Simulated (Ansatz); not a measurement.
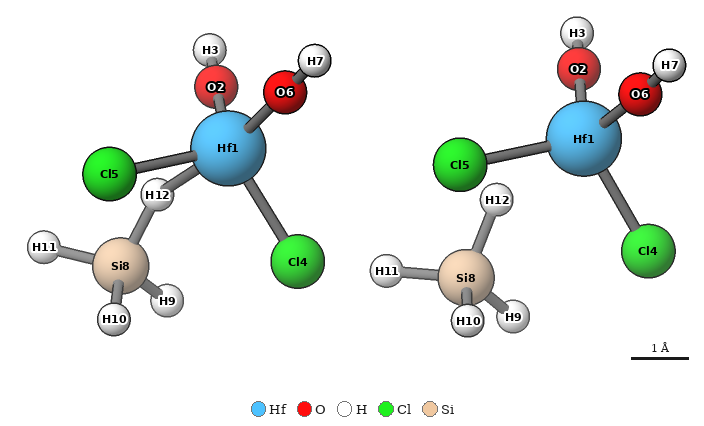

Two geometries of HfSiH6O2Cl2, drawn at one scale. One is the start of a relaxation, the other its converged end. The picture is a ball-and-stick view, seen from a free direction.

Method: Ansatz 0.2.0, RKS B3LYP-D4/def2-SVP. (no spin polarisation; force threshold 0.03 eV/Å; at most 50 steps)

Which geometry has the lower energy?

Answer. The right one is the relaxed one. The run prepares an end point of a later path (reaction) calculation, from a guessed geometry. H11 moves most after the best rigid fit: 0.45 Å. Largest moves by element: H 0.45 Å, O 0.42 Å, Cl 0.31 Å, Si 0.24 Å, Hf 0.18 Å. Near-neighbour distances that change, for instance: Hf1–H12 2.618 → 3.060 Å, Hf1–O2 2.001 → 1.910 Å, Si8–H12 1.475 → 1.492 Å, Hf1–O6 1.903 → 1.908 Å. Among the angles between lasting bonds that change: Hf1–O2–H3 170.4° → 178.7°, Hf1–O6–H7 174.7° → 171.1°. The energy falls by 0.200 eV in 9 geometry steps. Largest force component: 2.1 eV/Å at the start, 0.022 eV/Å at the end. The run took 28 s on 4 threads of Intel(R) Xeon(R) 6975P-C (Granite Rapids) (shared host), peak memory 0.47 GiB.
